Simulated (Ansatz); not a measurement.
## Run report: AlCl2F, molecular dynamics (part 3 of 3)

The same run, continued: AlCl2F; RKS r2SCANh-D4/def2-SVP (Ansatz 0.2.0). It belongs to a series of runs on one base structure; here: dynamics from the start.

Geometry of the input (Å):
```
Al -0.0380  0.0000  0.0219
Cl -0.0043  0.0000  2.0931
F  1.3894  0.0000  -0.8022
Cl -1.8148  0.0000  -1.0428
```

## What the program printed, continued
```
md step   285: t =   570.00 fs  T =   169.7 K  F+E_penalty+E_count = -34349.26851196 eV  E_kin = 0.087719 eV  (28 SCF iters)
md step   286: t =   572.00 fs  T =   151.1 K  F+E_penalty+E_count = -34349.25276402 eV  E_kin = 0.078104 eV  (28 SCF iters)
md step   287: t =   574.00 fs  T =   126.8 K  F+E_penalty+E_count = -34349.23427808 eV  E_kin = 0.065553 eV  (28 SCF iters)
md step   288: t =   576.00 fs  T =    83.4 K  F+E_penalty+E_count = -34349.21786807 eV  E_kin = 0.043121 eV  (29 SCF iters)
md step   289: t =   578.00 fs  T =    73.8 K  F+E_penalty+E_count = -34349.20859339 eV  E_kin = 0.038157 eV  (23 SCF iters)
md step   290: t =   580.00 fs  T =    75.3 K  F+E_penalty+E_count = -34349.20703217 eV  E_kin = 0.038951 eV  (23 SCF iters)
md step   291: t =   582.00 fs  T =    85.0 K  F+E_penalty+E_count = -34349.21286330 eV  E_kin = 0.043957 eV  (23 SCF iters)
md step   292: t =   584.00 fs  T =   113.8 K  F+E_penalty+E_count = -34349.22604433 eV  E_kin = 0.058826 eV  (29 SCF iters)
md step   293: t =   586.00 fs  T =   158.0 K  F+E_penalty+E_count = -34349.24352585 eV  E_kin = 0.081686 eV  (24 SCF iters)
md step   294: t =   588.00 fs  T =   183.9 K  F+E_penalty+E_count = -34349.26164147 eV  E_kin = 0.095060 eV  (28 SCF iters)
md step   295: t =   590.00 fs  T =   213.0 K  F+E_penalty+E_count = -34349.27701616 eV  E_kin = 0.110137 eV  (28 SCF iters)
md step   296: t =   592.00 fs  T =   210.2 K  F+E_penalty+E_count = -34349.28496786 eV  E_kin = 0.108691 eV  (27 SCF iters)
md step   297: t =   594.00 fs  T =   189.5 K  F+E_penalty+E_count = -34349.28335963 eV  E_kin = 0.097978 eV  (27 SCF iters)
md step   298: t =   596.00 fs  T =   177.5 K  F+E_penalty+E_count = -34349.27266296 eV  E_kin = 0.091775 eV  (28 SCF iters)
md step   299: t =   598.00 fs  T =   140.4 K  F+E_penalty+E_count = -34349.25608574 eV  E_kin = 0.072599 eV  (29 SCF iters)
these checks for a lower state are left out or cut short: starts, cluster_reference, orbital_swaps, neighbouring_geometries, increment
646 factors; integrals over basis functions are off by at most 4.2e-4 eV
mean field -34349.21297740 eV, -1262.3102941867 hartree, gradient 9.1e-6 eV, S^2 0.000000; 0 other end points of the search recorded, 0 dependent functions left out
the calculation of the forces begins
reference -34349.21298631 eV, -1262.3102945140 hartree; 28, 28 occupied and 40, 40 virtual orbitals, 646 factors
646 factors; integrals over basis functions are off by at most 4.2e-4 eV
mean field evaluation 2304: about -34349.1453 eV, gradient 5.4e0 eV
mean field -34349.21297740 eV, -1262.3102941867 hartree, gradient 9.1e-6 eV, S^2 0.000000; 1 other end points of the search recorded, 0 dependent functions left out
the calculation of the forces begins
reference -34349.21298631 eV, -1262.3102945140 hartree; 28, 28 occupied and 40, 40 virtual orbitals, 646 factors
md step   300: t =   600.00 fs  T =   117.4 K  F+E_penalty+E_count = -34349.23893810 eV  E_kin = 0.060675 eV  (25 SCF iters)
```

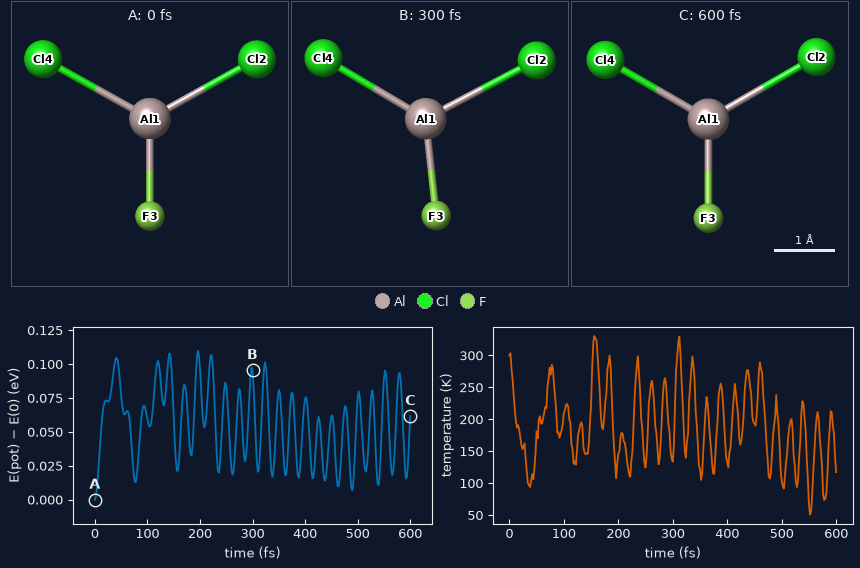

Fig. 1: Frames of the molecular dynamics (ball-and-stick, seen at an oblique angle) above the curves, on which the letters mark them. The trajectory kept here has 301 frames over 600 fs. The temperature starts at 300 K, ranges from 51 to 331 K and averages 183 K over the second half. The potential energy ends 0.062 eV above its first value. After an unweighted best fit of the last frame on the first, the root-mean-square displacement is 0.04 Å.

```
Total energy: -34349.23894700 eV, -1262.3112485519 hartree
Atom 0 at     0.448374    -0.274213     0.185110 Å, force     1.125175    -0.472571     1.354087 eV/Å
Atom 1 at    -0.186100    -1.778542     1.524107 Å, force     0.242147     0.528352    -0.359892 eV/Å
Atom 2 at     1.909386     0.503908     0.432826 Å, force    -0.733298    -0.361498    -0.048219 eV/Å
Atom 3 at    -0.638915     0.137315    -1.461289 Å, force    -0.634025     0.305717    -0.945977 eV/Å
Dipole moment:    -0.111485     0.029402    -0.050518 e Å
```

## Trajectory as extended XYZ (Å, eV, eV/Å), 22 of the 301 frames kept, from step=0 to step=300
```
4
Properties=species:S:1:pos:R:3:forces:R:3 step=0 time_fs=0.0 energy=-34349.30060 temperature=300.0
Al   -0.0380    0.0000    0.0219    0.0192   0.0000  -0.0111
Cl   -0.0043    0.0000    2.0931   -0.0026   0.0000  -0.0040
F     1.3894    0.0000   -0.8022   -0.0187   0.0000   0.0108
Cl   -1.8148    0.0000   -1.0428    0.0021   0.0000   0.0043
4
Properties=species:S:1:pos:R:3:forces:R:3 step=14 time_fs=28.0 energy=-34349.22679 temperature=162.3
Al   -0.0210   -0.0787    0.0394   -0.2053   0.4742  -0.0143
Cl   -0.0309   -0.0779    2.1447    0.1014  -0.1206  -0.6914
F     1.3327    0.0647   -0.9028    0.0276  -0.1941   0.4282
Cl   -1.7691    0.0951   -1.0904    0.0763  -0.1595   0.2775
4
Properties=species:S:1:pos:R:3:forces:R:3 step=29 time_fs=58.0 energy=-34349.23724 temperature=193.9
Al   -0.0187   -0.0465    0.0783   -0.3200   0.2459  -0.7968
Cl   -0.0613   -0.1966    2.1209    0.1008  -0.0790   0.3398
F     1.3245    0.0544   -0.8650    0.3997  -0.0977   0.2735
Cl   -1.7232    0.1469   -1.0934   -0.1804  -0.0693   0.1834
4
Properties=species:S:1:pos:R:3:forces:R:3 step=43 time_fs=86.0 energy=-34349.25200 temperature=213.1
Al   -0.0263    0.0475    0.0286    0.8590  -0.4784   0.8891
Cl   -0.0662   -0.3049    2.1265   -0.0308   0.2408  -0.9027
F     1.4665    0.0179   -0.7080   -0.5060   0.1236   0.2065
Cl   -1.7285    0.1872   -1.1035   -0.3221   0.1140  -0.1929
4
Properties=species:S:1:pos:R:3:forces:R:3 step=57 time_fs=114.0 energy=-34349.21577 temperature=160.4
Al    0.0283    0.0402    0.0524   -0.2873  -0.1080  -1.0260
Cl   -0.0793   -0.3698    2.0432   -0.1727  -0.0690   0.8071
F     1.5752    0.0224   -0.5451   -0.4347   0.1670  -0.1963
Cl   -1.7406    0.2300   -1.1111    0.8947   0.0099   0.4152
4
Properties=species:S:1:pos:R:3:forces:R:3 step=71 time_fs=142.0 energy=-34349.19265 temperature=147.2
Al    0.0504    0.0109   -0.0099    0.3529  -0.4132   1.7134
Cl   -0.0973   -0.4508    2.0288   -0.0957   0.0634  -0.2294
F     1.6016    0.0858   -0.4914    0.5893   0.1449  -0.6548
Cl   -1.6398    0.2700   -1.0713   -0.8465   0.2049  -0.8292
4
Properties=species:S:1:pos:R:3:forces:R:3 step=86 time_fs=172.0 energy=-34349.21666 temperature=184.7
Al    0.1544   -0.0608    0.1007   -1.2072   0.5346  -1.1431
Cl   -0.1231   -0.5691    2.0667    0.0860  -0.1528   0.3550
F     1.6335    0.1951   -0.5779   -0.0016  -0.1013   0.0883
Cl   -1.5935    0.3196   -1.1120    1.1227  -0.2805   0.6998
4
Properties=species:S:1:pos:R:3:forces:R:3 step=100 time_fs=200.0 energy=-34349.20402 temperature=146.0
Al    0.1183   -0.0758    0.0938    1.2043  -0.1690   1.2270
Cl   -0.1266   -0.6838    2.1047    0.2138   0.1704  -0.7455
F     1.5880    0.2434   -0.6025   -0.1006  -0.2063   0.3648
Cl   -1.4560    0.3078   -1.0833   -1.3175   0.2049  -0.8462
4
Properties=species:S:1:pos:R:3:forces:R:3 step=114 time_fs=228.0 energy=-34349.23155 temperature=192.0
Al    0.1568   -0.0842    0.1802   -0.3992   0.5052  -1.5582
Cl   -0.1151   -0.7868    2.0679    0.0232  -0.2250   0.6503
F     1.6076    0.2323   -0.5469    0.0379  -0.1254   0.3957
Cl   -1.4529    0.3087   -1.1322    0.3380  -0.1548   0.5123
4
Properties=species:S:1:pos:R:3:forces:R:3 step=129 time_fs=258.0 energy=-34349.26836 temperature=238.9
Al    0.1448   -0.0619    0.1021   -0.0476  -0.5161   0.8114
Cl   -0.0819   -0.8852    2.0450   -0.0023   0.3680  -0.7553
F     1.6963    0.1944   -0.3856   -0.0222   0.1082  -0.1097
Cl   -1.4607    0.2752   -1.1635    0.0721   0.0398   0.0536
4
Properties=species:S:1:pos:R:3:forces:R:3 step=143 time_fs=286.0 energy=-34349.27224 temperature=264.6
Al    0.1735   -0.1249    0.0757   -0.0710  -0.0550   0.1299
Cl   -0.0663   -0.9561    1.9461   -0.1900  -0.1304   0.2457
F     1.7380    0.2121   -0.2868    0.1494   0.1625  -0.3452
Cl   -1.4270    0.2395   -1.1874    0.1115   0.0229  -0.0304
4
Properties=species:S:1:pos:R:3:forces:R:3 step=157 time_fs=314.0 energy=-34349.26793 temperature=304.1
Al    0.2296   -0.1967    0.0710   -0.3065   0.4617  -0.6114
Cl   -0.1113   -1.0441    1.9055   -0.1094  -0.2496   0.3744
F     1.7788    0.2748   -0.2601   -0.2072  -0.0586  -0.1429
Cl   -1.3696    0.1962   -1.2523    0.6231  -0.1535   0.3799
4
Properties=species:S:1:pos:R:3:forces:R:3 step=171 time_fs=342.0 energy=-34349.26730 temperature=214.0
Al    0.2745   -0.2115    0.0409    0.0805  -0.2220   1.0216
Cl   -0.1769   -1.1300    1.8955    0.2649   0.2902  -0.6831
F     1.8028    0.3288   -0.2690   -0.0993  -0.1168   0.0079
Cl   -1.2496    0.1398   -1.2839   -0.2462   0.0486  -0.3464
4
Properties=species:S:1:pos:R:3:forces:R:3 step=186 time_fs=372.0 energy=-34349.22970 temperature=133.0
Al    0.3269   -0.2409    0.1231   -0.7567   0.5856  -1.5372
Cl   -0.1916   -1.1903    1.8219   -0.1191  -0.5429   1.0432
F     1.8145    0.3203   -0.2526    0.5051   0.0611   0.1141
Cl   -1.1541    0.1088   -1.3381    0.3707  -0.1038   0.3799
4
Properties=species:S:1:pos:R:3:forces:R:3 step=200 time_fs=400.0 energy=-34349.22599 temperature=133.0
Al    0.3537   -0.2129    0.0595    0.0097  -0.9147   1.4678
Cl   -0.1670   -1.3025    1.8413    0.3831   0.6885  -1.0021
F     1.8962    0.2973   -0.1861    0.1006   0.0575   0.0618
Cl   -1.0623    0.0759   -1.3721   -0.4934   0.1687  -0.5275
4
Properties=species:S:1:pos:R:3:forces:R:3 step=214 time_fs=428.0 energy=-34349.24354 temperature=182.1
Al    0.3767   -0.2689    0.1534    0.1450   0.7252  -1.6968
Cl   -0.1178   -1.3576    1.7756   -0.2722  -0.5618   0.9594
F     1.9192    0.2978   -0.0660   -0.2963  -0.0785   0.1494
Cl   -0.9876    0.0714   -1.4284    0.4234  -0.0849   0.5880
4
Properties=species:S:1:pos:R:3:forces:R:3 step=229 time_fs=458.0 energy=-34349.27163 temperature=273.7
Al    0.3912   -0.3081    0.0951    0.9347  -0.1959   0.9403
Cl   -0.1022   -1.4795    1.7640   -0.0024   0.2331  -0.3842
F     1.9378    0.3136    0.1015   -0.5669  -0.1466  -0.1202
Cl   -0.8829    0.0523   -1.4559   -0.3654   0.1095  -0.4360
4
Properties=species:S:1:pos:R:3:forces:R:3 step=243 time_fs=486.0 energy=-34349.28187 temperature=190.2
Al    0.4677   -0.3563    0.1338   -0.5582   0.1843  -0.5113
Cl   -0.1069   -1.5632    1.7096   -0.0526  -0.0826   0.0270
F     1.9488    0.3506    0.2006    0.1516   0.0663  -0.0674
Cl   -0.8118    0.0576   -1.4960    0.4592  -0.1681   0.5517
4
Properties=species:S:1:pos:R:3:forces:R:3 step=257 time_fs=514.0 energy=-34349.27836 temperature=188.4
Al    0.4976   -0.3543    0.1330   -0.7771  -0.4341   0.2046
Cl   -0.1176   -1.6133    1.6517   -0.0167  -0.1027   0.0817
F     1.9366    0.3731    0.2524    0.9957   0.4725   0.0444
Cl   -0.7218    0.0456   -1.4686   -0.2019   0.0644  -0.3307
4
Properties=species:S:1:pos:R:3:forces:R:3 step=271 time_fs=542.0 energy=-34349.28111 temperature=201.9
Al    0.5216   -0.3179    0.1611   -0.3446  -0.4798   0.3695
Cl   -0.1495   -1.6930    1.6128    0.2978   0.4449  -0.3860
F     1.9762    0.4393    0.3142   -0.0305  -0.0238   0.0232
Cl   -0.6936    0.0464   -1.4784    0.0773   0.0587  -0.0067
4
Properties=species:S:1:pos:R:3:forces:R:3 step=286 time_fs=572.0 energy=-34349.25276 temperature=151.1
Al    0.4971   -0.3235    0.2271    0.2319   0.8081  -1.2527
Cl   -0.1709   -1.7212    1.5359   -0.1696  -0.5335   0.6707
F     1.9517    0.4647    0.3673   -0.3845  -0.2341   0.1117
Cl   -0.6590    0.0760   -1.4899    0.3222  -0.0405   0.4702
4
Properties=species:S:1:pos:R:3:forces:R:3 step=300 time_fs=600.0 energy=-34349.23894 temperature=117.4
Al    0.4484   -0.2742    0.1851    1.1252  -0.4726   1.3541
Cl   -0.1861   -1.7785    1.5241    0.2421   0.5284  -0.3599
F     1.9094    0.5039    0.4328   -0.7333  -0.3615  -0.0482
Cl   -0.6389    0.1373   -1.4613   -0.6340   0.3057  -0.9460
```

## Key numbers

```json
{"quantity": "outcome", "value": "finished"}
{"quantity": "mean temperature over the second half", "value": "183 K"}
{"quantity": "trajectory", "value": "300 steps, 600 fs"}
{"quantity": "ensemble", "value": "nvt_langevin"}
{"quantity": "temperature in the input", "value": "400.0 K"}
{"quantity": "time step", "value": "2.0 fs"}
{"quantity": "potential energy (last step)", "value": "−34349.2389 eV"}
{"quantity": "mean-field energy (last step)", "value": "−34349.2130 eV"}
{"quantity": "largest force (length of the vector) (last step)", "value": "1.823 eV/Å"}
{"quantity": "wall time", "value": "17 min (CPU time 33 min)"}
{"quantity": "peak memory", "value": "0.14 GiB"}
```

## Notes

The temperature stays far from the 400 K of the thermostat over the second half: the run isn't equilibrated.
